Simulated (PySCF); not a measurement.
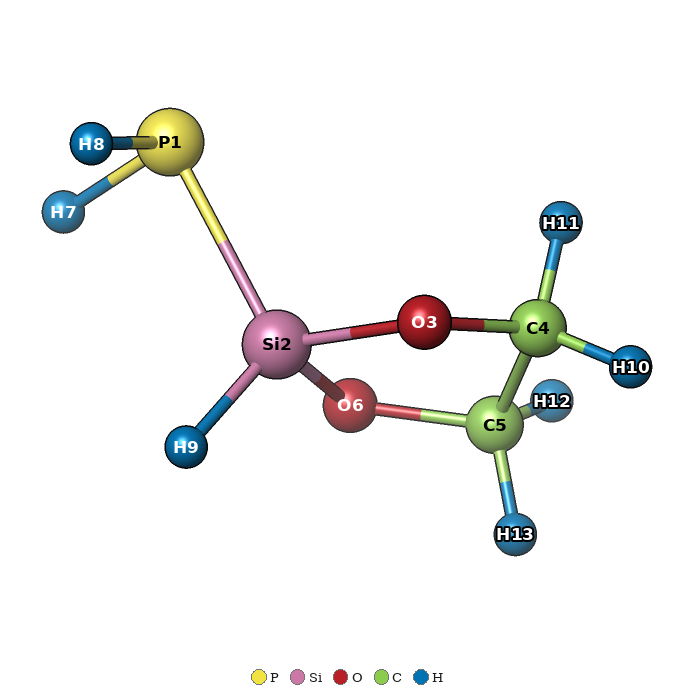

Depth is shown by fading: the farther an atom, the more it takes the colour of the background. The geometry was computed by an optimisation with PBE0-D3(BJ)/def2-SVP. No frequency run is at hand to confirm it as a minimum.

Q: What is the conformation of the ring Si2–O3–C4–C5–O6?

A: It is between envelope and twist. The Cremer–Pople amplitude Q is 0.31 Å.

Q: Give the torsion angles round the ring, beginning with the bond from its second to its third atom.

A: −30°, 35°, −24°, 6°, 15°.
